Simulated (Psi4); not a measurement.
# BH2Cl− (SMILES [BH2-]Cl), run twice

Wanted: a single-point energy of BH2Cl−, USCS-MP2/cc-pVTZ-DK (density fitting).

The results are computed with Psi4 1.11.

2 further runs of the same task are left out: 2 set aside as unsound or not needed.

### Step 1. Starting point

The species is BH2Cl− (4 atoms), meant as a doublet with charge -1. SMILES: `[BH2-]Cl`. Geometry: relaxed at GFN2-xTB.

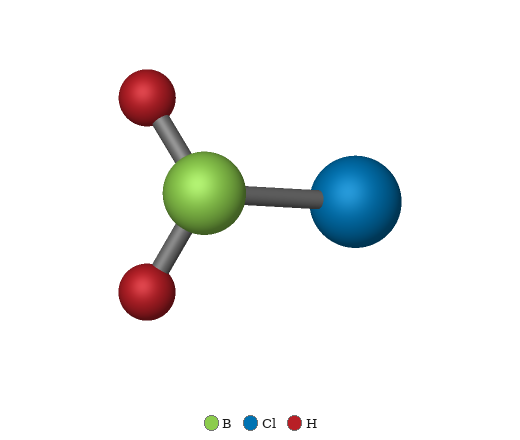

The structure, seen from a chosen angle (boron green, chlorine blue, hydrogen red).

### Step 2. Try one

File bclh2.py:

```python
import psi4

psi4.set_memory('1600 MB')
psi4.set_num_threads(1)
psi4.core.set_output_file('psi4.out', False)

m = psi4.geometry("""
-1 2
B     -0.072740    -0.194320    -0.337270
Cl     1.390160     0.062360     0.884750
H     -0.963970    -0.752550     0.264630
H     -0.353460     0.884500    -0.812110
units bohr
""")

psi4.set_options({
    'basis': 'cc-pVTZ-DK',
    'reference': 'uhf',
    'mp2_type': 'df',
    'maxiter': 60,
})

e_tot = psi4.energy("scs-mp2")
print(f'total energy {e_tot:.8f} hartree = {e_tot * 27.211386:.5f} eV')
```

Run with:

```console
$ python bclh2.py
```

psi4.out:

```text
[...]
  Running in c1 symmetry.
[...]
  Nuclear repulsion =   66.175386839067585
[...]
  Multiplicity = 2
[...]
  Nalpha       = 13
  Nbeta        = 12
[...]
    Number of basis functions: 92
[...]
   @UHF iter   1:  -482.57202564024294    3.06492e+00   1.07730e-02 DIIS/ADIIS
[...]
   @UHF iter  16:  -483.00965208297720   -1.74509e-11   7.32081e-09 DIIS
[...]
   @S^2 Observed:                7.597085264E-01
[...]
    Orbital Energies [Eh]
    ---------------------
    Alpha Occupied:
       1A   -104.266493     2A    -10.294647     3A     -7.785867
       4A     -7.761480     5A     -7.756901     6A     -7.334954
       7A     -1.023882     8A     -0.583281     9A     -0.554393
      10A     -0.390539    11A     -0.268817    12A     -0.059168
      13A      0.082492
    Alpha Virtual:
      14A      0.332778    15A      0.335371    16A      0.370929
      17A      0.448962    18A      0.529246    19A      0.556514
      20A      0.593565    21A      0.664903    22A      0.716924
      23A      0.723550    24A      0.744370    25A      0.867537
[...]
  @UHF Final Energy:  -483.00965208297720
   => Energetics <=
    Nuclear Repulsion Energy =             66.1753868390675848
    One-Electron Energy =                -802.4470125836583065
    Two-Electron Energy =                 253.2619736616134674
    Total Energy =                       -483.0096520829771976
  UHF NO Occupations:
  HONO-2 :   11  A 1.9991150
  HONO-1 :   12  A 1.9965470
[...]
 Multipole Moments:
 ------------------------------------------------------------------------------------
     Multipole            Electronic (a.u.)      Nuclear  (a.u.)        Total (a.u.)
 ------------------------------------------------------------------------------------
 L = 1.  Multiply by 2.5417464519 to convert [e a0] to [Debye]
 Dipole X            :          1.5811113           -1.2932808            0.2878305
 Dipole Y            :          0.3482933            0.1333028            0.4815961
 Dipole Z            :          1.4282699           -0.5317106            0.8965593
 Magnitude           :                                                    1.0576388
[...]
	SCS-MP2 Total Energy (a.u.)        :  -483.41331435921711
	SOS-MP2 Total Energy (a.u.)        :  -483.37745648652304
	SCSN-MP2 Total Energy (a.u.)       :  -483.19898165080190
[...]
	SOS-PI-MP2 Total Energy (a.u.)     :  -483.43875722044737
[...]
	MP2 Total Energy (a.u.)            :  -483.42372937068092
[...]
```

Standard output:

```text
total energy -483.41331436 hartree = -13154.34629 eV
```

Run time: 13 s. Hardware: 1 thread of Intel Xeon Platinum 8259CL at 2.50GHz (Skylake/Cascade Lake), shared host; peak memory 0.53 GiB.

### Step 3. What went wrong

It ran to the end. The result can't be trusted all the same.

The cause is that the coordinates are read in the wrong unit, so the molecule is scaled by the ratio of bohr to ångström. As the program read them, the closest atoms are 0.64 Å apart, against 1.21 Å in the sound input.

### Step 4. Try two

File bclh2.xyz:

```xyz
4
BClH2
B     -0.072740    -0.194320    -0.337270
Cl     1.390160     0.062360     0.884750
H     -0.963970    -0.752550     0.264630
H     -0.353460     0.884500    -0.812110
```

File job.py:

```python
import psi4

psi4.set_memory(1600000000)
psi4.set_num_threads(1)
psi4.set_output_file('bclh2.out', False)

with open('bclh2.xyz') as f:
    atoms = ''.join(f.readlines()[2:])
geom = psi4.geometry('-1 2\n' + atoms + '')

psi4.set_options({
    'basis': 'cc-pVTZ-DK',
    'reference': 'uhf',
    'mp2_type': 'df',
})

e_tot = psi4.energy('scs-mp2')
print('E =', round(e_tot, 9))
```

Run with:

```console
$ python job.py
```

bclh2.out:

```text
[...]
  Running in c1 symmetry.
[...]
  Nuclear repulsion =   35.018506622506017
[...]
  Multiplicity = 2
[...]
  Nalpha       = 13
  Nbeta        = 12
[...]
    Number of basis functions: 92
[...]
   @UHF iter   1:  -484.92902983599168   -6.59725e-01   2.55844e-03 ADIIS/DIIS
[...]
   @UHF iter  13:  -484.97357244358386   -9.43601e-12   8.31274e-09 DIIS
[...]
   @S^2 Observed:                7.562722714E-01
[...]
    Orbital Energies [Eh]
    ---------------------
    Alpha Occupied:
       1A   -104.309098     2A    -10.280880     3A     -7.759944
       4A     -7.758623     5A     -7.758590     6A     -7.378941
       7A     -0.839981     8A     -0.464696     9A     -0.286675
      10A     -0.266360    11A     -0.240008    12A     -0.192943
      13A     -0.057726
    Alpha Virtual:
      14A      0.355637    15A      0.402991    16A      0.411378
      17A      0.469402    18A      0.482663    19A      0.535647
      20A      0.549461    21A      0.650372    22A      0.683408
      23A      0.709214    24A      0.743283    25A      0.747192
[...]
  @UHF Final Energy:  -484.97357244358386
   => Energetics <=
    Nuclear Repulsion Energy =             35.0185066225060169
    One-Electron Energy =                -744.9583590779570841
    Two-Electron Energy =                 224.9662800118671839
    Total Energy =                       -484.9735724435838620
  UHF NO Occupations:
  HONO-2 :   11  A 1.9994522
  HONO-1 :   12  A 1.9981635
[...]
 Multipole Moments:
 ------------------------------------------------------------------------------------
     Multipole            Electronic (a.u.)      Nuclear  (a.u.)        Total (a.u.)
 ------------------------------------------------------------------------------------
 L = 1.  Multiply by 2.5417464519 to convert [e a0] to [Debye]
 Dipole X            :          3.3311197           -2.4439464            0.8871733
 Dipole Y            :         -0.0242653            0.2519057            0.2276404
 Dipole Z            :          1.8550659           -1.0047875            0.8502785
 Magnitude           :                                                    1.2497480
[...]
	SCS-MP2 Total Energy (a.u.)        :  -485.32670907546452
	SOS-MP2 Total Energy (a.u.)        :  -485.29912171183315
	SCSN-MP2 Total Energy (a.u.)       :  -485.11923372355744
[...]
	SOS-PI-MP2 Total Energy (a.u.)     :  -485.35337992320808
[...]
	MP2 Total Energy (a.u.)            :  -485.32762559135239
[...]
```

Standard output:

```text
E = -485.326709075
```

Run time: 13 s. Hardware: 1 thread of Intel Xeon Platinum 8259CL at 2.50GHz (Skylake/Cascade Lake), shared host; peak memory 0.53 GiB.

### Step 5. Results

At USCS-MP2/cc-pVTZ-DK (density fitting):

| quantity | value |
| --- | --- |
| total energy | -485.32671 Eh |
| HOMO energy (Hartree–Fock orbitals) (highest over α and β) | -1.57 eV |
| LUMO energy (Hartree–Fock orbitals) (lowest over α and β) | 8.74 eV |
| correlation energy | -353.1 mEh |
| ⟨S²⟩ of the reference determinant | 0.756 |

What this shows: The first attempt's energy was +52.066 eV off this one. The basis was made for a relativistic Hamiltonian, but the run is non-relativistic.
